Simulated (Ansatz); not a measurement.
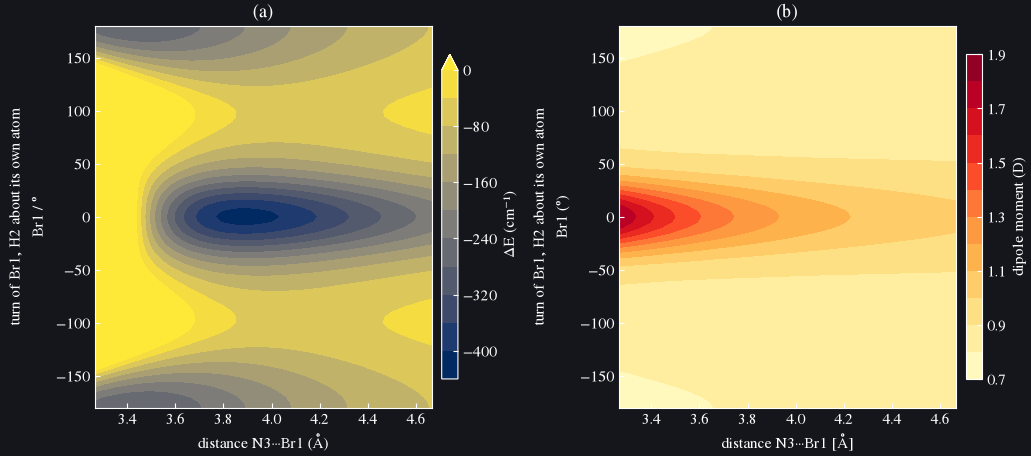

The pair BrH···N₂. 
- The turn is about an axis along (0.96, 0.29, 0.01) in the frame of the relaxed pair, normal to the line between the partners.
- The first coordinate is: distance N3···Br1; the second: turn of Br1, H2 about its own atom Br1.
- Grid: 11 × 10 points; 86 points were computed and 24 follow by symmetry.
- Points are written as (first, second).
- Energies: cm⁻¹, counted from the two partners far apart, frozen as in the relaxed pair, each in its own basis (no counterpoise correction).
- Method: Ansatz, RKS BHLYP-D4/def2-TZVPD.

Panel (a) is the energy and panel (b) the computed dipole moment on the same grid.

The picture shows filled contours, one colour for all values above the top of the scale. Between grid points the surface is interpolated.

> How does the dipole moment vary over the map, and what is it at the lowest grid point?

Leaving out the highest fifth of the energies, it runs from 0.74 D at (3.265 Å, −180°) to 1.47 D at (3.524 Å, 0°). At the lowest grid point, (3.949 Å, 0°), it is 1.19 D.

```csv
"second ↓, first →",3.265,3.320,3.412,3.524,3.653,3.795,3.949,4.114,4.289,4.473,4.665
144,0.80,0.81,0.82,0.83,0.84,0.85,0.86,0.86,0.87,0.87,0.88
108,0.86,0.86,0.86,0.87,0.87,0.88,0.88,0.88,0.88,0.88,0.88
72,0.89,0.88,0.88,0.88,0.87,0.87,0.87,0.87,0.87,0.88,0.88
36,1.15,1.13,1.10,1.07,1.04,1.01,0.99,0.97,0.96,0.95,0.94
0,1.81,1.72,1.60,1.47,1.36,1.27,1.19,1.13,1.08,1.05,1.02
−36,1.15,1.13,1.10,1.07,1.04,1.01,0.99,0.97,0.96,0.95,0.94
−72,0.89,0.88,0.88,0.88,0.87,0.87,0.87,0.87,0.87,0.88,0.88
−108,0.86,0.86,0.86,0.87,0.87,0.88,0.88,0.88,0.88,0.88,0.88
−144,0.80,0.81,0.82,0.83,0.84,0.85,0.86,0.86,0.87,0.87,0.88
−180,0.74,0.75,0.77,0.78,0.80,0.81,0.83,0.84,0.84,0.85,0.86
```
